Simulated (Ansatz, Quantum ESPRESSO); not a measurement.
# Zr2CO2 MXene, 1 layer: the energy at a withheld member of a series

Method. Quantum ESPRESSO 7.5, PBE, GBRV ultrasoft. Cell and atoms are first relaxed; each strained cell is then held and the atoms relax in it. A periodic run with 15 Å of vacuum in the starting cell gives the vacuum levels, and bands follow along a path. The series steps biaxial strain. Energies count from the lowest.

| biaxial strain | energy (eV) |
| --- | --- |
| -4 % | 0.3506 |
| -3 % | 0.1944 |
| -2 % | 0.0854 |
| -1 % | 0.0213 |
| 0 % | 0.0000 |
| 1 % | 0.0192 |
| 2 % | 0.0770 |
| 3 % | 0.1709 |

One more run was made and is withheld. What is the energy at 4 %?

**Fit.** The rows at 2 % and 3 % give a slope of (0.1709 − (0.0770))/(3 − (2)) = 0.0939, so a straight line gives 0.2648 eV. A parabola through these and the row at 1 % gives 0.3009 eV.

**Check.** 0.2990 eV. The line misses by −0.0342 and the parabola by +0.0019 eV. The parabola does better.

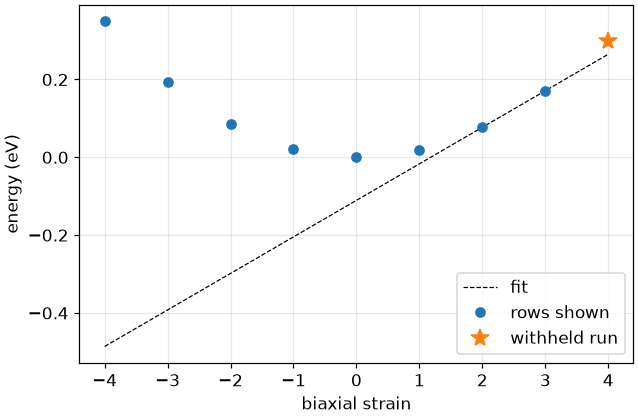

The rows shown, the fit and the withheld run.

Caveats: Semilocal gaps are too small; the 1×1 cell can't ripple over many cells under compression as a free sheet would. No spin-orbit coupling.
